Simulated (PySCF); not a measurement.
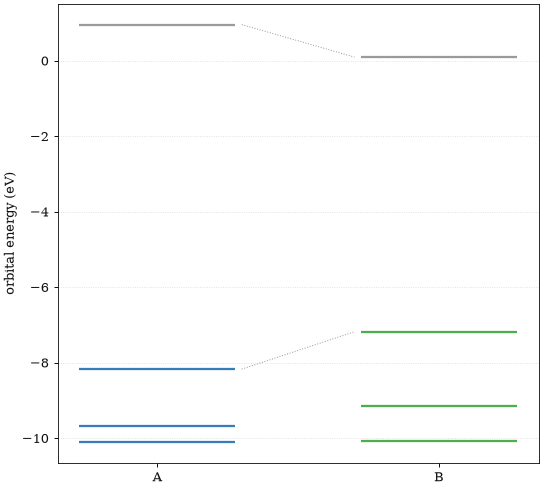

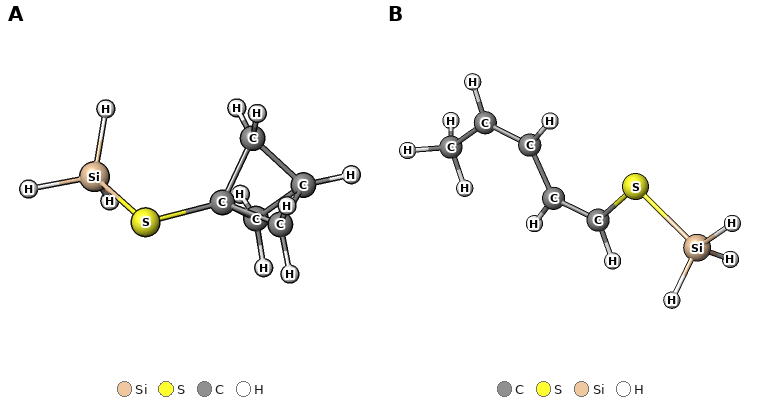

Related molecules: A is C₅H₁₀SSi, SMILES [SiH3]SC12CC(C1)C2; B is C₅H₁₀SSi, SMILES C/C=C\C=C/S[SiH3]. Frontier orbital energies, CAM-B3LYP/def2-SVPD with PySCF, at a PBE0-D3(BJ)/def2-SVP geometry (no frequency check); drawn are at most three filled levels and, in grey, the LUMO with any level within 0.03 eV of it; dotted lines join the HOMOs and the LUMOs.

> What does the change do to the frontier levels?

From A to B the HOMO rises by 0.99 eV and the LUMO falls by 0.86 eV, so the separation goes from 9.13 to 7.27 eV.

> Does the ΔSCF ionisation energy follow the HOMO?

A: −ε(HOMO) 8.17, ΔSCF 8.86 eV; B: −ε(HOMO) 7.18, ΔSCF 7.76 eV.

Caveats, for all or some of the runs: empty levels above zero depend strongly on the basis; one conformer of a flexible molecule.
